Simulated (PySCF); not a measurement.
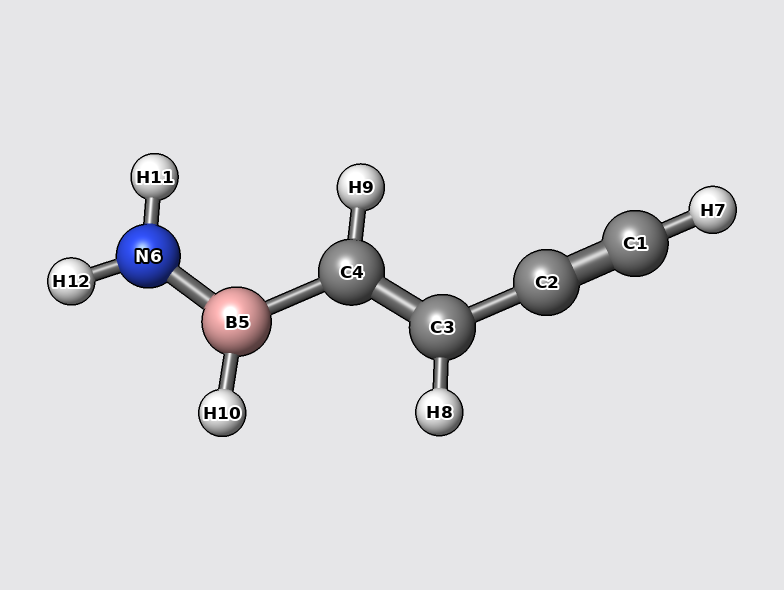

The thickness of each stick grows with its Mayer bond order. The computed structure is the end point of a GFN2-xTB optimisation. No frequency run is at hand to confirm it as a minimum. Level of theory: PBE0/pcSseg-1 (PySCF 2.14.0).

Question. Which bond has the highest Mayer bond order?

Answer. C1–C2, 2.38, at a length of 1.202 Å.

List the Mayer bond orders of C1–C2, C1–H7, C2–C3, C3–C4, C3–H8, C4–B5, C4–H9, B5–N6, B5–H10, N6–H11, N6–H12.

```tsv
bond	Mayer order	length (Å)
C1–C2	2.38	1.202
C1–H7	1.15	1.049
C2–C3	1.14	1.408
C3–C4	1.81	1.341
C3–H8	0.93	1.084
C4–B5	0.97	1.554
C4–H9	0.95	1.087
B5–N6	1.37	1.385
B5–H10	0.97	1.173
N6–H11	0.94	1.007
N6–H12	0.95	1.006
```

The geometry is semi-empirical. Around B such bond lengths and angles can be off by a tenth of an ångström or more and by several degrees, and values that hang on the shape move with them.
